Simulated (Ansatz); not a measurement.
**UPBE0/STO-3G run of AlHOF (SMILES [O][AlH][F])**

What is the energy change on altering one bond length of AlHOF at UPBE0/STO-3G? 

Program for the calculation: Ansatz 0.2.0.

70 further runs of the same task are left out: 5 that didn't finish, 65 set aside as unsound or not needed.

### Step 1. The molecule

The species is AlHOF (4 atoms), meant as a doublet with charge 0. SMILES: `[O][AlH][F]`. The coordinates come from a PBE0-D4/def2-TZVP relaxation.

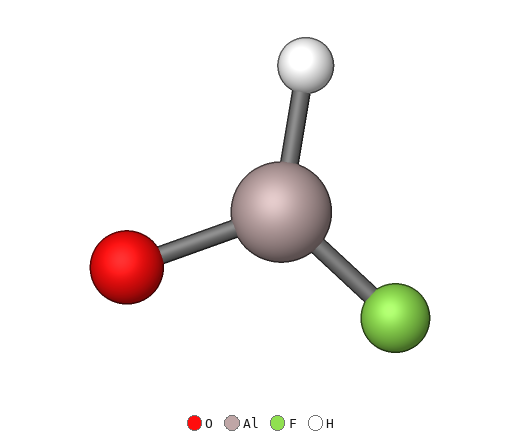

The structure, seen from a chosen angle (oxygen red, aluminium light grey, fluorine green, hydrogen white).

### Step 2. The energy at UPBE0/STO-3G

Input file molecule.yaml:

```yaml
crystal:
  periodic: [false, false, false]
  atoms:
    - {symbol: O, position_ang: [-0.128300, -1.061600, 1.299400]}
    - {symbol: Al, position_ang: [0.038200, 0.026100, -0.037000]}
    - {symbol: F, position_ang: [-1.126500, -0.010300, -1.192200]}
    - {symbol: H, position_ang: [1.272100, 0.985600, -0.090400]}
basis:
  gaussian:
    orbitals: STO-3G
magnetization:
  spin_polarized: true
  initial_magnetization: 1
hamiltonian:
  xc: {name: PBE0}
accuracy: high
```

Run with:

```bash
ansatz run molecule.yaml --threads 1 --pin off --max-ram 2610MiB --events-out events.jsonl --progress --plain --runs-dir runs
```

The program printed:

```text
Warning: RAYON_NUM_THREADS=1 ignored (pool sized by the plan → 1); use --threads N
Functional definition: PBE0
  name "PBE0"
  parameter a = 0.25
  parameter kappa = 0.804
  parameter beta = 0.06672455060314922
  exchange = (1 - a)*pbe_x(kappa = kappa, mu = beta*pi^2/3) + a*exact_x
  correlation = pbe_c(beta = beta)
356 factors; integrals over basis functions are off by at most 3.0e-8 eV
mean field evaluation 1: about -11219.2835 eV, gradient 1.8e1 eV
mean field evaluation 2: about -11217.8302 eV, gradient 2.5e1 eV
mean field evaluation 4: about -11222.1692 eV, gradient 1.1e0 eV
mean field evaluation 8: about -11222.1676 eV, gradient 4.1e-2 eV
mean field evaluation 16: about -11222.1677 eV, gradient 1.7e-4 eV
mean field -11222.16770039 eV, -412.4070563309 hartree, gradient 7.8e-8 eV, S^2 0.753313; 2 other end points of the search recorded, 0 dependent functions left out
reference -11222.16770144 eV, -412.4070563695 hartree; 16, 15 occupied and 4, 5 virtual orbitals, 356 factors
Total energy: -11222.16770144 eV, -412.4070563695 hartree
```

It took 2.2 s on 1 thread of Arm Neoverse V1, shared host; peak memory 0.13 GiB.

### Step 3. The distorted shape at the same level

Input file job.yaml:

```yaml
crystal:
  periodic: [false, false, false]
  atoms:
    - {symbol: O, position_ang: [-0.436805, -1.301498, 1.312751]}
    - {symbol: Al, position_ang: [-0.270305, -0.213798, -0.023649]}
    - {symbol: F, position_ang: [-1.435005, -0.250198, -1.178849]}
    - {symbol: H, position_ang: [1.272100, 0.985600, -0.090400]}
basis:
  gaussian: {orbitals: STO-3G}
magnetization: {spin_polarized: true, initial_magnetization: 1}
hamiltonian: {xc: {name: PBE0}}
accuracy: high
```

Run with:

```bash
ansatz run job.yaml --threads 1 --pin off --max-ram 2610MiB --events-out events.jsonl --progress --plain --runs-dir runs
```

The program printed:

```text
Warning: RAYON_NUM_THREADS=1 ignored (pool sized by the plan → 1); use --threads N
Functional definition: PBE0
  name "PBE0"
  parameter a = 0.25
  parameter kappa = 0.804
  parameter beta = 0.06672455060314922
  exchange = (1 - a)*pbe_x(kappa = kappa, mu = beta*pi^2/3) + a*exact_x
  correlation = pbe_c(beta = beta)
356 factors; integrals over basis functions are off by at most 3.6e-8 eV
mean field evaluation 1: about -11215.5535 eV, gradient 2.3e1 eV
mean field evaluation 2: about -11193.4641 eV, gradient 6.8e1 eV
mean field evaluation 4: about -11220.5436 eV, gradient 5.1e0 eV
mean field evaluation 8: about -11220.7633 eV, gradient 2.0e-1 eV
mean field evaluation 16: about -11220.7661 eV, gradient 6.0e-4 eV
mean field -11220.76605547 eV, -412.3555468301 hartree, gradient 3.9e-8 eV, S^2 0.753774; 2 other end points of the search recorded, 0 dependent functions left out
reference -11220.76605657 eV, -412.3555468705 hartree; 16, 15 occupied and 4, 5 virtual orbitals, 356 factors
Total energy: -11220.76605657 eV, -412.3555468705 hartree
```

Wall time 2.3 s (1 thread of Arm Neoverse V1, shared host); peak memory 0.12 GiB.

### Step 4. Results

Level: UPBE0/STO-3G.

| quantity | value |
| --- | --- |
| first shape: total energy | -412.40706 Eh |
| first shape: ⟨S²⟩ | 0.753 |
| distorted shape: total energy | -412.35555 Eh |
| distorted shape: ⟨S²⟩ | 0.754 |
| energy change with the Al2–H4 bond stretched from 1.564 to 1.955 Å | 1.402 eV |

**Reading.** With the Al2–H4 bond stretched from 1.564 to 1.955 Å the energy rises by 1.40 eV (32 kcal/mol). The first shape isn't relaxed at this level, so the change isn't measured from a minimum. The minimal basis adds a large error of its own.
